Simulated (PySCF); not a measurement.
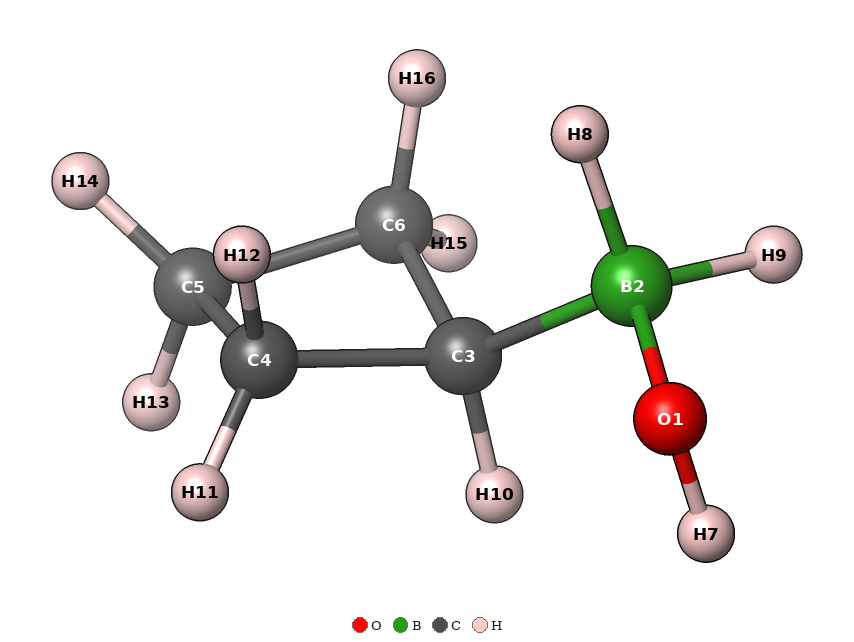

Distant atoms are faded towards the background colour. The species has charge −1 and is a spin singlet. The computed structure is the end point of a PBE0-D3(BJ)/def2-SVP optimisation. No frequency run is at hand to confirm it as a minimum.

**How is the 4-membered ring C3–C4–C5–C6 puckered?**

It is puckered (butterfly). The Cremer–Pople amplitude Q is 0.24 Å.

**Give the torsion angles round the ring, beginning with the bond from its second to its third atom.**

−18°, 18°, −18°, 18°.
